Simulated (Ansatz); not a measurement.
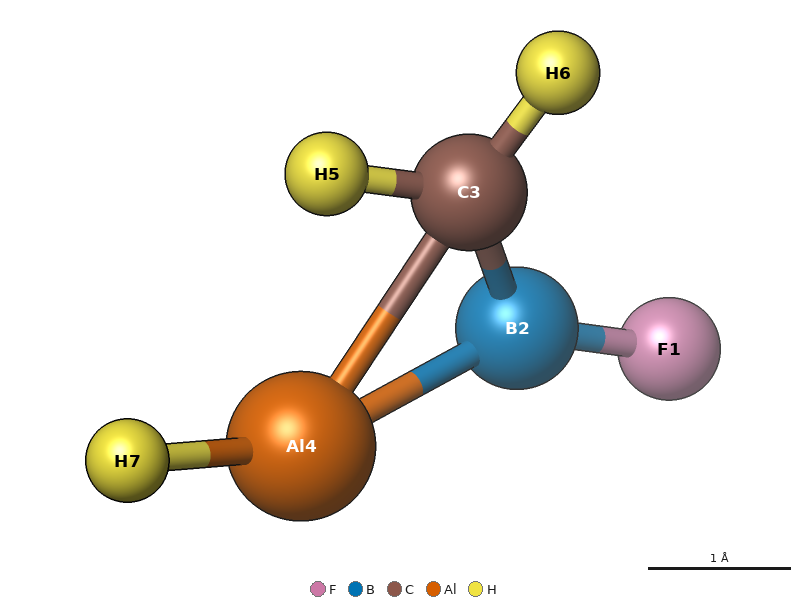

Orthographic view. Atoms fade into the background with distance from the viewer. The computed structure is the end point of a PBE-D4/def2-SVP optimisation. No frequency run is at hand to confirm it as a minimum.

Write a Z-matrix (Å, degrees) in the order of the atom numbers, with these reference atoms: 2 to 1; 3 to 2, 1; 4 to 2, 1, 3; 5 to 3, 2, 1; 6 to 3, 5, 4; 7 to 4, 2, 1.

```
F  
B    1   1.337
C    2   1.482   1   132.7
Al   2   1.994   1   148.8   3  -148.0
H    3   1.122   2   126.1   1   169.4
H    3   1.108   5   107.1   4  -164.9
H    4   1.606   2   157.6   1   166.4
```
